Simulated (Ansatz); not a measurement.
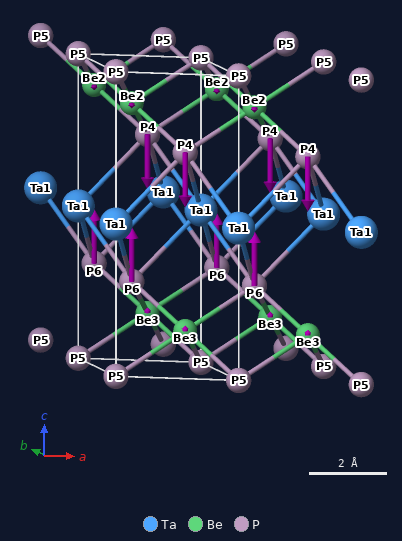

This is a relaxation of solid TaBe2P3 (a generated structure, set up in P-3m1) (coarse preliminary run). The starting structure is drawn; purple arrows show the displacements (the part carried along by the change of the cell is left out), magnified 5 times.

Style: ball-and-stick. Shown: the cell of the calculation, repeated 2 × 2 × 1 with one cell outlined, slightly off an axis.

Computed with Ansatz 0.2.0, DFT PBE, scalar-relativistic, plane waves, PAW. (plane-wave cutoff 420 eV; k-point mesh 6 × 6 × 2; occupations gaussian; smearing width 0.1 eV; no spin polarisation; cell and atoms relaxed; force threshold 0.04 eV/Å; at most 70 steps)

### Which element moves most?

Phosphorus: up to 0.29 Å, against 0.03 Å for beryllium.

### What happened in the run?

The largest moves relative to the cell, 0.29 Å, are those of P4 and P6. P6 goes along +c. By element the largest moves are P 0.29 Å, Be 0.03 Å. Ta stays in place. Cell: a = b 3.279 → 3.294 Å (+0.5 %), c 8.036 → 8.843 Å (+10.0 %). Volume +11.0 %. Among the contacts that change: P4–P5 2.916 → 3.328 Å, Be2–P4 2.194 → 2.411 Å, Be2–P5 2.194 → 2.275 Å, Ta1–P4 2.612 → 2.544 Å. Among the angles between lasting bonds that change: Be3–P6–Be3 96.7° → 86.2°, P6–Be3–P6 96.7° → 86.2°, Ta1–P6–Be3 166.8° → 176.3°. The space group stays P-3m1 (No. 164). Over 6 accepted moves (7 points after the start) the energy falls by 171 meV per atom. The largest force component goes from 2.3 to 0.0055 eV/Å. The pressure goes from 10.93 to 0.17 GPa. The SCF was repeated once at an unchanged geometry on a basis and grid sized afresh for the cell, which shifted the energy by 1.0 meV per atom at most. The run took 15 s on 1 thread of Arm Neoverse V1, with other jobs on the host, peak memory 0.35 GiB.

Limits of the set-up: the k-point mesh is coarse for a cell with partly filled bands.
